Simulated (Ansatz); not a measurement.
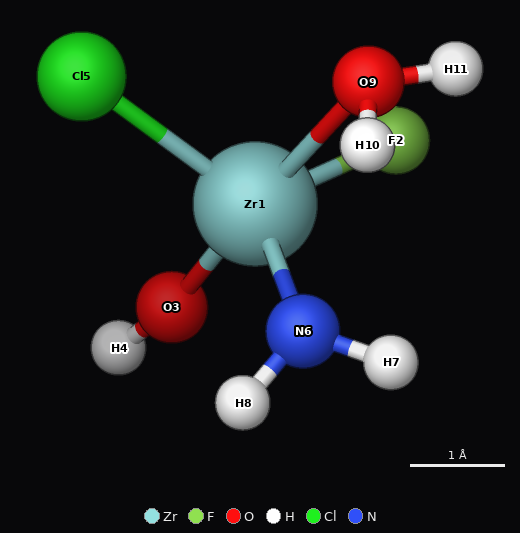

The structure (ball-and-stick view, seen at a tilt; atoms are numbered from 1 in the order of the input). Sticks mark near contacts. Bond lengths as drawn: Cl–Zr 2.40 Å, F–Zr 1.94 Å, H–N 1.03 Å, H–O 0.97 to 0.98 Å, N–Zr 2.07 Å and O–Zr 1.92 to 2.41 Å.

**Frequency calculation, with input and output: ZrNH₅ClO₂F**

The run: frequency calculation of ZrNH₅ClO₂F. Method and program: RKS PBE-D4/def2-SVP (Ansatz 0.2.0).

It belongs to a series of runs on one base structure; here: vibrations at the highest image of the band. Figures and captions count atoms from 1; the log counts them from 0 in places.

**What the program printed**
```
Engine: ansatz 0.2.0, aarch64-unknown-linux-gnu
Functional definition: PBE
  parameter kappa = 0.804
  parameter beta = 0.06672455060314922
  exchange = pbe_x(kappa = kappa, mu = beta*pi^2/3)
  correlation = pbe_c(beta = beta)
1369 factors; their error is unknown
mean field evaluation 1: about -22150.2853 eV, gradient 1.0e2 eV
mean field evaluation 2: about -21970.8283 eV, gradient 2.8e2 eV
mean field evaluation 4: about -22167.9196 eV, gradient 3.0e1 eV
mean field evaluation 8: about -22169.6809 eV, gradient 3.4e-1 eV
mean field evaluation 16: about -22169.6318 eV, gradient 5.1e-3 eV
mean field -22169.63177593 eV, -814.7189406492 hartree, gradient 6.6e-5 eV, S^2 0.000000; 0 other end points of the search recorded, 0 dependent functions left out
the calculation of the forces begins
reference -22169.63186654 eV, -814.7189439792 hartree; 33, 33 occupied and 97, 97 virtual orbitals, 1369 factors
these checks for a lower state are left out or cut short: stability, starts, cluster_reference, orbital_swaps, neighbouring_geometries, increment
1369 factors; their error is unknown
mean field -22169.63166752 eV, -814.7189366653 hartree, gradient 1.2e-6 eV, S^2 0.000000; 0 other end points of the search recorded, 0 dependent functions left out
[... from here on the field's lines of each further geometry are left out, up to the last ...]
the calculation of the forces begins
reference -22169.63173286 eV, -814.7189390667 hartree; 33, 33 occupied and 97, 97 virtual orbitals, 1369 factors
these checks for a lower state are left out or cut short: stability, starts, cluster_reference, orbital_swaps, neighbouring_geometries, increment
1369 factors; their error is unknown
mean field evaluation 416: about -22169.6316 eV, gradient 2.0e-6 eV
mean field -22169.63163685 eV, -814.7189355381 hartree, gradient 2.0e-6 eV, S^2 0.000000; 0 other end points of the search recorded, 0 dependent functions left out
the calculation of the forces begins
reference -22169.63172746 eV, -814.7189388682 hartree; 33, 33 occupied and 97, 97 virtual orbitals, 1369 factors
WARN: phonons: modes at or below zero, which the zero-point energy, F, S and C_V leave out: 1, the lowest at -180.78 cm⁻¹. A minimum has none, and a first-order saddle one
Total energy: -22169.89281632 eV, -814.7285337068 hartree
Atom 0 at    -0.060769    -0.083636     0.078715 Å, force    -0.001554    -0.016355     0.000275 eV/Å
Atom 1 at     0.264888    -0.160106     1.988524 Å, force    -0.000083     0.004313    -0.002855 eV/Å
Atom 2 at     1.691402    -0.376598    -0.654710 Å, force    -0.006600     0.037995    -0.009014 eV/Å
Atom 3 at     2.563159    -0.356740    -1.070375 Å, force     0.002649    -0.027039     0.008115 eV/Å
Atom 4 at    -0.611824     1.948675    -1.082817 Å, force    -0.000966    -0.000662     0.002899 eV/Å
Atom 5 at    -1.122318    -1.702768    -0.662792 Å, force     0.001792    -0.000072    -0.007974 eV/Å
Atom 6 at    -1.473431    -2.507494    -0.128899 Å, force    -0.003751    -0.004145     0.008444 eV/Å
Atom 7 at    -0.929226    -2.043531    -1.613673 Å, force     0.005863     0.001008    -0.007089 eV/Å
Atom 8 at    -2.260116     0.167208     1.037727 Å, force     0.001335     0.009040     0.013319 eV/Å
Atom 9 at    -2.699832    -0.496898     0.461619 Å, force     0.003633    -0.003128    -0.001091 eV/Å
Atom 10 at    -2.321133    -0.169613     1.952580 Å, force    -0.002317    -0.000955    -0.005030 eV/Å
Dipole moment:    -0.267357    -0.822755     0.088622 e Å
Vibrations: -180.78 62.30 99.55 120.41 139.36 153.74 192.07 207.23 265.08 303.56 312.40 321.55 363.49 398.14 468.20 499.38 544.20 606.30 642.43 711.22 1466.18 1533.36 3435.03 3519.98 3585.66 3743.15 3871.71 cm⁻¹, zero-point energy 1.708855 eV
```

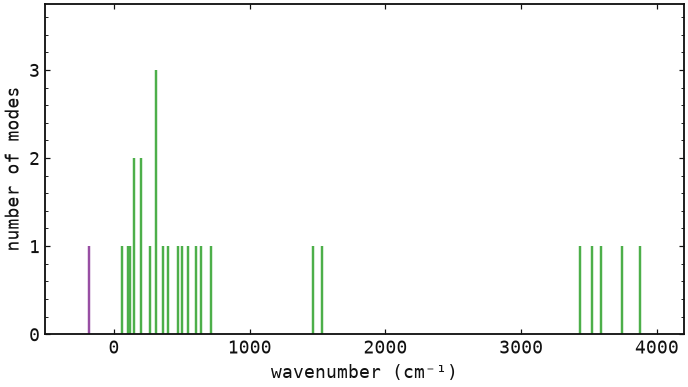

Harmonic vibrational wavenumbers from the force constants; neighbouring modes closer than 18 cm⁻¹ are counted in one stick, and imaginary ones are drawn at negative wavenumbers. 27 modes from 181i to 3872 cm⁻¹, 1 imaginary beyond 8i (181i cm⁻¹): a first-order saddle point, if the geometry is stationary.

The run was set up as follows.

**The input**
```yaml
crystal:
  periodic: [false, false, false]
  atoms:
    - { symbol: Zr, position_ang: [-0.060769, -0.083636, 0.078715] }
    - { symbol: F, position_ang: [0.264888, -0.160106, 1.988524] }
    - { symbol: O, position_ang: [1.691402, -0.376598, -0.65471] }
    - { symbol: H, position_ang: [2.563159, -0.35674, -1.070375] }
    - { symbol: Cl, position_ang: [-0.611824, 1.948675, -1.082817] }
    - { symbol: "N", position_ang: [-1.122318, -1.702768, -0.662792] }
    - { symbol: H, position_ang: [-1.473431, -2.507494, -0.128899] }
    - { symbol: H, position_ang: [-0.929226, -2.043531, -1.613673] }
    - { symbol: O, position_ang: [-2.260116, 0.167208, 1.037727] }
    - { symbol: H, position_ang: [-2.699832, -0.496898, 0.461619] }
    - { symbol: H, position_ang: [-2.321133, -0.169613, 1.95258] }
basis:
  gaussian: { orbitals: def2-SVP }
hamiltonian:
  xc: pbe
  dispersion: d4
phonons: {}
```

Run as:
```bash
ansatz run input.yaml --threads 4 --pin off --max-ram 5120MiB --backend cpu --events-out ev --progress --plain --runs-dir out
```

**Results in brief**

- outcome: converged
- total energy: −22169.8928 eV
- mean-field energy: −22169.6319 eV
- largest force (length of the vector): 0.040 eV/Å
- hardware: 4 threads of Arm Neoverse V1, 24 GiB of memory available, shared host
- wall time: 75 s (CPU time 4.7 min)
- peak memory: 0.19 GiB
